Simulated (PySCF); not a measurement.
In(Cl)2(iPr), SMILES C[CH](C)[In]([Cl])[Cl] (C3H7Cl2In) at its B3LYP/def2-SVP optimised geometry (Å):

```
13

In     0.4342    -0.8624     0.0000
Cl     2.8103    -0.8624     0.0000
Cl    -0.4439    -3.0698     0.0545
C     -0.8126     0.9609     0.0000
C     -2.1613     0.6991    -0.6708
C     -0.0507     2.1490    -0.5872
H     -0.9628     1.1165     1.0822
H     -2.8103     1.5890    -0.5710
H     -2.0536     0.4993    -1.7497
H     -2.6970    -0.1528    -0.2245
H      0.9102     2.3272    -0.0805
H     -0.6549     3.0698    -0.4873
H      0.1573     2.0157    -1.6616
```

Calculation: B3LYP/def2-TZVP, def2 effective core potentials past Kr (PySCF). The core electrons that the potentials of In replace are not part of the density. Cells within 0.4 Å of a nucleus heavier than hydrogen are left out (blank, or x).

Map of the log10 of the electron density (e/bohr³), floored at −4 on the plane z = 0.0 Å:

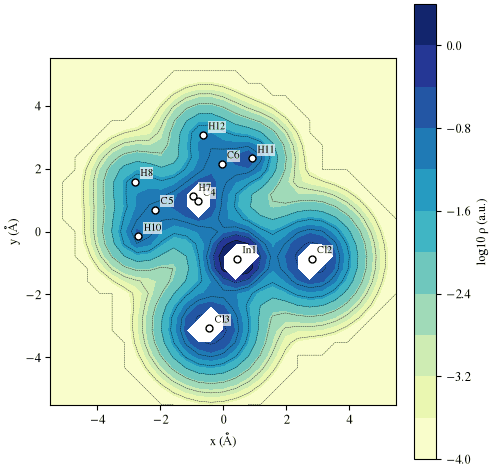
Fig. 1. Log10 of the electron density (e/bohr³), floored at −4 on the plane z = 0.0 Å.
